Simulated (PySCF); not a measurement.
## A study: C₂H₂O, SMILES `C=C=O`

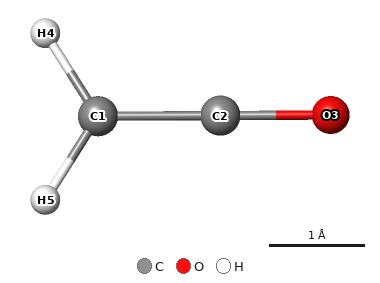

The molecule, with its atoms numbered as below. No frequency check shows the geometry to be a minimum.

Geometry (Å), atoms numbered from 1:

```
C1       1.1921   -0.0000    0.0000
C2      -0.0965    0.0001    0.0000
O3      -1.2584   -0.0000    0.0000
H4       1.7466   -0.9173    0.0000
H5       1.7466    0.9173    0.0000
```

## 1. Excited states

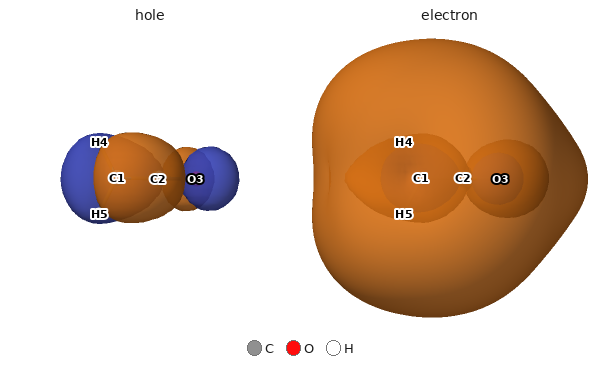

Leading natural transition orbital pair of S₂ (TDA singlet states); the surfaces enclose about 85 % of each orbital's density.

Computed with PySCF, PBE/def2-SVPD, geometry: GFN2-xTB.

> Give its energy, strength and character.

6.10 eV (203 nm), f = 0.028, π → diffuse (Rydberg-like) orbital; the leading pair carries 100 %; hole on C1 (47 %), O3 (25 %) and C2 (19 %), electron on C2 (25 %), O3 (20 %) and C1 (20 %) (atom shares of so diffuse an orbital are rough); their centroids lie 0.2 Å apart. In canonical orbitals it is mainly HOMO → LUMO+1 (100 %). The HOMO–LUMO gap is 3.79 eV.

## 2. Localised orbitals

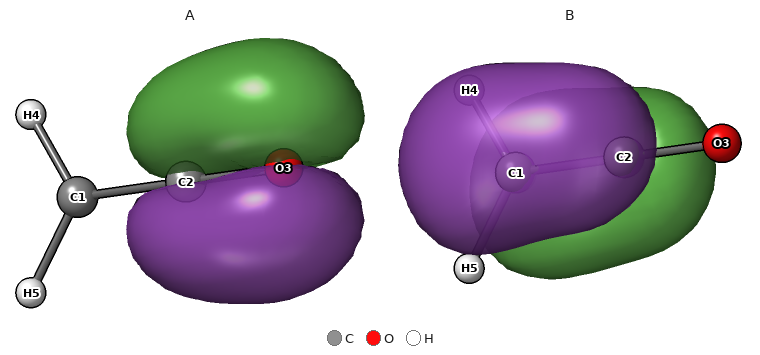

Intrinsic bond orbitals (IBO), occupied; each surface holds about 85 % of the orbital's density. Energies are diagonal elements of the Fock matrix.

Method: B3LYP/def2-SVPD; geometry: GFN2-xTB; program: PySCF.

> What does each orbital represent in a Lewis picture?

By panel:
- A: π bond O3–C2 (O3 70 %, C2 29 %; −12.2 eV)
- B: π bond C1–C2 (C1 62 %, C2 38 %; −8.5 eV)

## 3. The π system

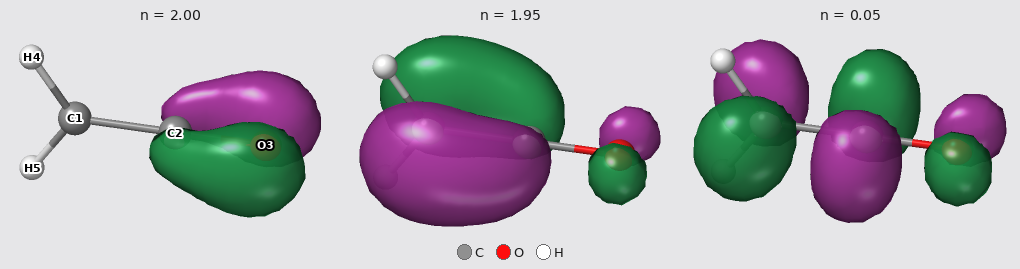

Natural orbitals of the π active space, CASSCF(4,3), singlet state, in order of falling occupation.

Level of theory: def2-TZVP basis (PySCF), at a geometry from GFN2-xTB.

> How multiconfigurational is the state?

The leading determinant weighs 0.97; the effective number of unpaired electrons, Σ n²(2−n)², is 0.02; the most occupied of the weakly occupied orbitals holds 0.05 e, as in an ordinary closed-shell π system. The active space lowers the energy by 0.58 eV against Hartree–Fock.

> Where does the lowest triplet lie relative to the singlet, at this geometry and within this active space?

6.03 eV above it by strongly contracted NEVPT2 (+5.89 eV by CASSCF); a small basis tends to put such gaps a few tenths of an eV too high. This is a vertical energy for π states alone; a state that uses lone pairs or σ orbitals may lie lower.
